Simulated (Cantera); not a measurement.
A closed system holds: 1 mol Si(CH3)4, 0.044 mol C2H4, 1600 mol H2, equilibrated at 0.190 bar.

Cantera equilibrium calculation (NASA polynomials, part measured and part estimated; ideal gas, pure solids and liquids). Candidate condensed phases: C, C6H6, C7H8, C8H18, Si, SiC; 87 gas species. Gases not in the tables: Si2H6 and higher silanes. The numbers say what is thermodynamically allowed, not how fast it happens.

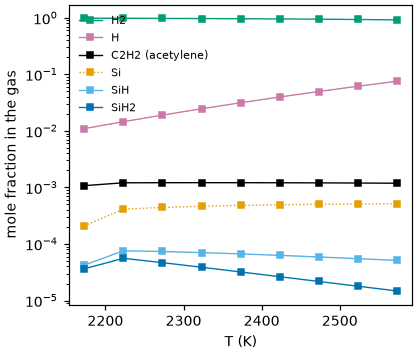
Figure: Equilibrium gas composition (values under 1e-9 drawn at 1e-9)

**Question.** Read off the mole fractions at 2523 K.

**Answer.** H2 about 0.94, H about 0.062, C2H2 (acetylene) about 0.0012, Si about 0.00051, SiH about 5.5e-5, SiH2 about 1.8e-5.
